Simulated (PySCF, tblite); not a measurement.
# C₄H₉BF₂O: a rotation path, then NMR shifts on frames, part 1 of 2

How do NMR shifts of C₄H₉BF₂O (`CC(C)OCB(F)F`) change as the atoms move?

Computed with tblite 0.8.0 and PySCF 2.14.0, with density-fitted response routines of our own, on a single molecule in the gas phase. Atoms are numbered from 0 throughout.

## (1) The starting structure

17 atoms, charge 0, multiplicity 1; geometry from: GFN2-xTB.

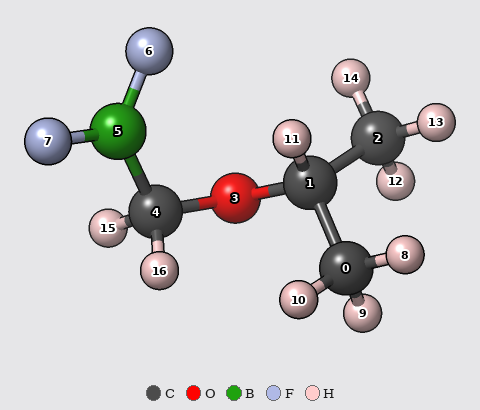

As it starts; carbon dark grey, oxygen red, boron green, fluorine light blue, hydrogen pink, atoms numbered.

## (2) The rotation path with GFN2-xTB

Job settings and geometry (Å):

```
{"job": {"kind": "neb", "xc": "GFN2-xTB", "basis": "xTB", "atoms": [5, 4, 3, 1], "turn": 120}, "charge": 0, "multiplicity": 1}
C     -1.207815     1.029967    -0.822174
C     -0.606050     0.099495     0.234165
C     -1.701254    -0.598570     1.033082
O      0.179733    -0.928339    -0.358051
C      1.480153    -0.548154    -0.764444
B      2.499616    -0.120806     0.381514
F      2.287960    -0.222555     1.673547
F      3.690303     0.356721     0.072962
H     -1.839186     1.771790    -0.341377
H     -1.807758     0.450817    -1.519975
H     -0.429941     1.549506    -1.377216
H      0.024698     0.690907     0.916446
H     -2.318999    -1.189648     0.362974
H     -2.319918     0.135135     1.541448
H     -1.255138    -1.262624     1.767438
H      1.881280    -1.435611    -1.270138
H      1.435317     0.233999    -1.540110
```

With the program's defaults for keys left out, this is: GFN2-xTB climbing-image nudged elastic band, gas phase.

Run with:

```
$ OMP_NUM_THREADS=1 python probes_run.py task.json out
```

One launch serves the whole session: the jobs run in the order shown.

Standard output:

```text
image   E - E0 / eV
  0      -0.0000
  1       0.0197
  2       0.0581
  3       0.0900
  4       0.0964
  5       0.0759
  6       0.0483
  7       0.0311
  8       0.0255
```

Wall time 5.5 s (1 thread of Intel Xeon at 2.50GHz, shared host); peak memory 0.18 GiB.

The final band, with the dihedral B5–C4–O3–C1:

```csv
image,dihedral (°),energy (eV),energy (kcal/mol)
0,65,0.000,0.0
1,79,0.020,0.5
2,93,0.058,1.3
3,109,0.090,2.1
4,125,0.096,2.2
5,140,0.076,1.7
6,155,0.048,1.1
7,169,0.031,0.7
8,182,0.025,0.6
```

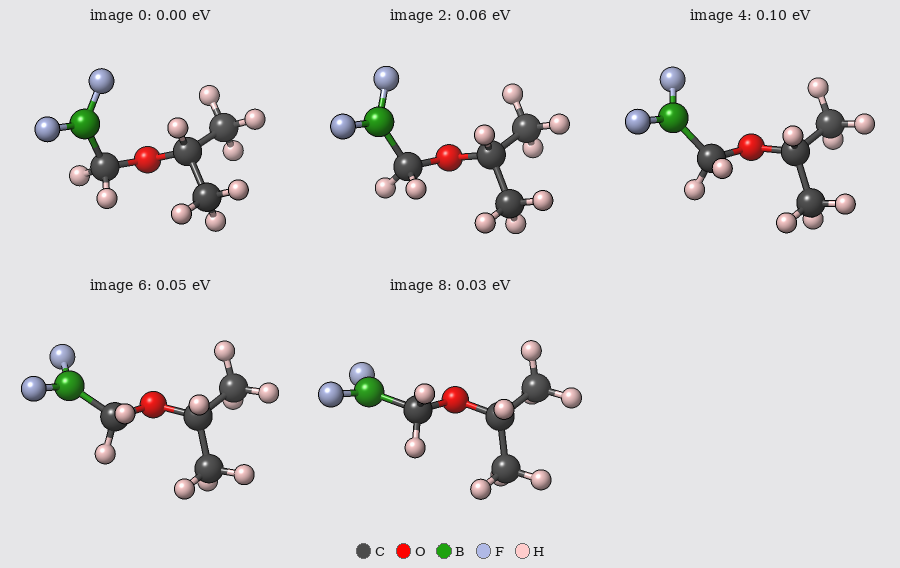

Images along the band.

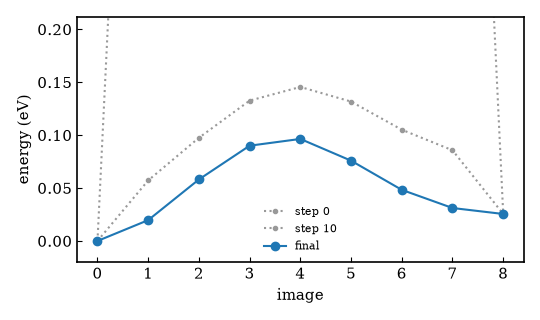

Energy along the band, early and final.

## (3) Shielding tensors: image 0, PBE0/pcSseg-1

Job settings and geometry (Å):

```
{"job": {"kind": "nmr", "xc": "PBE0", "basis": "pcSseg-1", "pop": false}, "charge": 0, "multiplicity": 1}
C     -1.207800     1.030000    -0.822200
C     -0.606000     0.099500     0.234200
C     -1.701300    -0.598600     1.033100
O      0.179700    -0.928300    -0.358100
C      1.480200    -0.548200    -0.764400
B      2.499600    -0.120800     0.381500
F      2.288000    -0.222600     1.673500
F      3.690300     0.356700     0.073000
H     -1.839200     1.771800    -0.341400
H     -1.807800     0.450800    -1.520000
H     -0.429900     1.549500    -1.377200
H      0.024700     0.690900     0.916400
H     -2.319000    -1.189600     0.363000
H     -2.319900     0.135100     1.541400
H     -1.255100    -1.262600     1.767400
H      1.881300    -1.435600    -1.270100
H      1.435300     0.234000    -1.540100
```

Level: GIAO PBE0/pcSseg-1 NMR shielding, non-relativistic, gas phase.

Standard output:

```text
coarse grid: 14272 points
cycle   1  E = -456.9913588862  dE =  8.275e-01  |g| = 8.211e-01  |ddm| = 3.421e+00
cycle   2  E = -456.8844868496  dE =  1.069e-01  |g| = 1.171e+00  |ddm| = 1.318e+00
cycle   3  E = -457.1104270884  dE = -2.259e-01  |g| = 9.567e-02  |ddm| = 8.279e-01
cycle   4  E = -457.1119923114  dE = -1.565e-03  |g| = 3.930e-02  |ddm| = 7.958e-02
cycle   5  E = -457.1122808486  dE = -2.885e-04  |g| = 9.593e-03  |ddm| = 3.066e-02
cycle   6  E = -457.1122941591  dE = -1.331e-05  |g| = 3.091e-03  |ddm| = 7.657e-03
cycle   7  E = -457.1122959369  dE = -1.778e-06  |g| = 2.499e-04  |ddm| = 2.321e-03
final grid: 138808 points
cycle   8  E = -457.1792791829  dE = -6.892e-05  |g| = 1.204e-02  |ddm| = 2.643e-02
cycle   9  E = -457.1792554026  dE =  2.378e-05  |g| = 1.675e-02  |ddm| = 1.748e-02
cycle  10  E = -457.1793073756  dE = -5.197e-05  |g| = 1.639e-03  |ddm| = 1.077e-02
cycle  11  E = -457.1793079300  dE = -5.545e-07  |g| = 1.786e-04  |ddm| = 1.553e-03
cycle  12  E = -457.1793079362  dE = -6.187e-09  |g| = 7.155e-05  |ddm| = 2.048e-04
cycle  13  E = -457.1793079372  dE = -9.605e-10  |g| = 2.457e-05  |ddm| = 6.202e-05
converged SCF energy = -457.1793079372

GIAO shielding tensors (ppm)
atom      isotropic    diamagn.    paramagn.     s11        s22        s33       span
  0 C      166.922     249.643     -82.721    145.877    166.394    188.495     42.617
  1 C      110.222     245.677    -135.455     83.701     89.984    156.981     73.280
  2 C      160.817     247.923     -87.106    141.563    153.952    186.937     45.374
  3 O      294.854     399.208    -104.354    253.563    287.652    343.347     89.784
  4 C      129.797     249.004    -119.208     95.150    109.387    184.853     89.703
  5 B       72.179     193.854    -121.675     44.235     83.956     88.345     44.110
  6 F      239.472     470.104    -230.632     51.396    287.507    379.514    328.119
  7 F      240.835     464.681    -223.846     62.927    288.997    370.580    307.653
  8 H       30.953      30.772       0.182     26.909     28.598     37.353     10.443
  9 H       30.950      31.052      -0.101     27.880     28.528     36.442      8.562
 10 H       30.041      31.808      -1.767     24.972     29.704     35.446     10.474
 11 H       28.328      34.267      -5.939     25.246     29.089     30.650      5.404
 12 H       30.515      30.540      -0.025     27.438     28.667     35.439      8.001
 13 H       30.813      30.056       0.757     26.764     28.422     37.253     10.489
 14 H       30.152      30.536      -0.384     25.801     28.535     36.119     10.319
 15 H       27.749      28.609      -0.860     23.027     26.764     33.456     10.429
 16 H       27.838      31.175      -3.337     22.844     27.540     33.130     10.286
```

It took 53 s on 1 thread of Intel Xeon at 2.50GHz, shared host; peak memory 0.82 GiB.

Shifts follow as δ = σ(reference) − σ, with reference shieldings (ppm) from runs at the same level and on the same kind of geometry: 1H TMS 31.72, 13C TMS 186.9, 19F CFCl3 170.9, 17O H2O 336.1, 11B BF3·OEt2 100.1. The references are single molecules in the gas phase, so shifts against H2O, NH3, PH3, H3PO4 or CFCl3 are not on the usual liquid scales and can be off by tens of ppm. Each atom is listed at this fixed geometry, with no averaging over motion; a spectrum would average atoms that exchange fast.

```csv
atoms,environment,σ (ppm),δ (ppm)
C1,sp3 CH bonded to O,110.2,76.7
C4,sp3 CH2 bonded to B and O,129.8,57.1
C2,methyl carbon,160.8,26.1
C0,methyl carbon,166.9,20.0
H15,hydrogen on an sp3 CH2 bonded to B and O,27.75,3.97
H16,hydrogen on an sp3 CH2 bonded to B and O,27.84,3.88
H11,hydrogen on an sp3 CH bonded to O,28.33,3.39
H10,hydrogen on a methyl carbon,30.04,1.68
H14,hydrogen on a methyl carbon,30.15,1.57
H12,hydrogen on a methyl carbon,30.51,1.20
H13,hydrogen on a methyl carbon,30.81,0.90
H9,hydrogen on a methyl carbon,30.95,0.77
H8,hydrogen on a methyl carbon,30.95,0.76
O3,ether oxygen,294.9,41.2
B5,"boron bonded to C, 2 F",72.2,27.9
F6,fluorine bonded to B,239.5,-68.5
F7,fluorine bonded to B,240.8,-69.9
```

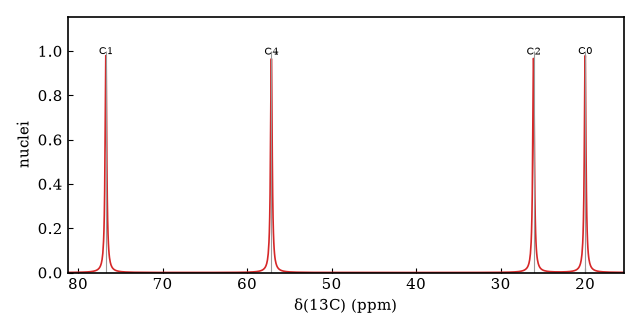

13C lines at the computed shifts, without couplings. Lines are broadened to a width of 0.23 ppm (Lorentzian).

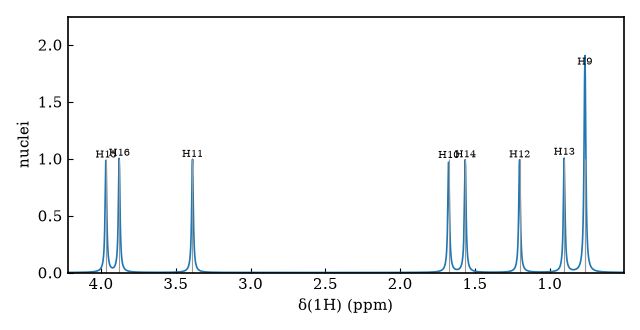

1H lines at the computed shifts, without couplings. Lines are broadened to a width of 0.01 ppm (Lorentzian).

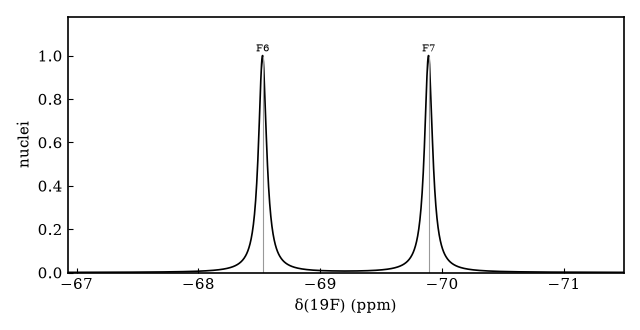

19F lines at the computed shifts, without couplings. Lines are broadened to a width of 0.08 ppm (Lorentzian).

## (4) NMR shieldings: image 2, PBE0/pcSseg-1

Job settings and geometry (Å):

```
{"job": {"kind": "nmr", "xc": "PBE0", "basis": "pcSseg-1", "pop": false}, "charge": 0, "multiplicity": 1}
C     -1.318200     0.910000    -0.956900
C     -0.653800     0.184800     0.218400
C     -1.699600    -0.507400     1.085300
O      0.235400    -0.826800    -0.237000
C      1.506600    -0.365200    -0.666500
B      2.667400    -0.366700     0.423500
F      2.592300    -0.913000     1.612900
F      3.840700     0.173600     0.149400
H     -2.023900     1.645700    -0.581600
H     -1.850800     0.190400    -1.574300
H     -0.584900     1.421100    -1.576400
H     -0.093300     0.913400     0.827700
H     -2.242400    -1.232600     0.485000
H     -2.396700     0.223000     1.486000
H     -1.212000    -1.030200     1.903200
H      1.807200    -1.037100    -1.482700
H      1.418900     0.629000    -1.125900
```

Level: GIAO PBE0/pcSseg-1 NMR shielding, non-relativistic, gas phase.

Standard output:

```text
coarse grid: 14272 points
cycle   1  E = -456.9894001064  dE =  8.197e-01  |g| = 8.223e-01  |ddm| = 3.422e+00
cycle   2  E = -456.8822637888  dE =  1.071e-01  |g| = 1.172e+00  |ddm| = 1.322e+00
cycle   3  E = -457.1090279346  dE = -2.268e-01  |g| = 9.591e-02  |ddm| = 8.292e-01
cycle   4  E = -457.1105874649  dE = -1.560e-03  |g| = 3.970e-02  |ddm| = 7.938e-02
cycle   5  E = -457.1108790797  dE = -2.916e-04  |g| = 9.647e-03  |ddm| = 3.085e-02
cycle   6  E = -457.1108925622  dE = -1.348e-05  |g| = 3.104e-03  |ddm| = 7.617e-03
cycle   7  E = -457.1108943552  dE = -1.793e-06  |g| = 2.573e-04  |ddm| = 2.268e-03
final grid: 138808 points
cycle   8  E = -457.1783306791  dE = -6.701e-05  |g| = 1.190e-02  |ddm| = 2.639e-02
cycle   9  E = -457.1783074684  dE =  2.321e-05  |g| = 1.656e-02  |ddm| = 1.725e-02
cycle  10  E = -457.1783582730  dE = -5.080e-05  |g| = 1.619e-03  |ddm| = 1.059e-02
cycle  11  E = -457.1783588167  dE = -5.438e-07  |g| = 1.767e-04  |ddm| = 1.528e-03
cycle  12  E = -457.1783588228  dE = -6.114e-09  |g| = 7.150e-05  |ddm| = 2.105e-04
cycle  13  E = -457.1783588238  dE = -9.484e-10  |g| = 2.446e-05  |ddm| = 6.242e-05
converged SCF energy = -457.1783588238

GIAO shielding tensors (ppm)
atom      isotropic    diamagn.    paramagn.     s11        s22        s33       span
  0 C      166.134     249.314     -83.180    144.729    165.149    188.523     43.794
  1 C      109.614     245.141    -135.527     80.556     92.091    156.195     75.638
  2 C      160.901     247.894     -86.993    142.174    153.817    186.712     44.539
  3 O      300.786     399.197     -98.411    258.372    286.673    357.314     98.941
  4 C      129.675     249.877    -120.202     96.583    107.119    185.321     88.738
  5 B       71.830     193.655    -121.825     43.469     83.695     88.327     44.859
  6 F      239.733     469.057    -229.324     47.997    287.031    384.171    336.174
  7 F      244.741     464.751    -220.010     67.457    290.989    375.777    308.320
  8 H       30.967      30.507       0.460     26.753     28.669     37.480     10.727
  9 H       30.943      30.977      -0.034     27.925     28.649     36.256      8.331
 10 H       30.038      31.485      -1.448     25.056     29.637     35.420     10.364
 11 H       28.589      33.852      -5.262     25.975     28.660     31.133      5.159
 12 H       30.490      30.582      -0.092     27.522     28.659     35.287      7.765
 13 H       30.806      29.994       0.812     26.651     28.517     37.250     10.599
 14 H       30.112      30.597      -0.485     25.603     28.563     36.170     10.567
 15 H       27.860      29.189      -1.329     22.951     26.923     33.708     10.756
 16 H       28.263      32.037      -3.775     23.049     28.391     33.348     10.299
```

Wall time 53 s (1 thread of Intel Xeon at 2.50GHz, shared host); peak memory 0.84 GiB.

Key values: δ C1 77.3, C4 57.3, C2 26.0, C0 20.8, H15 3.86, H16 3.45 ppm.

(Continued in part 2 of 2.)
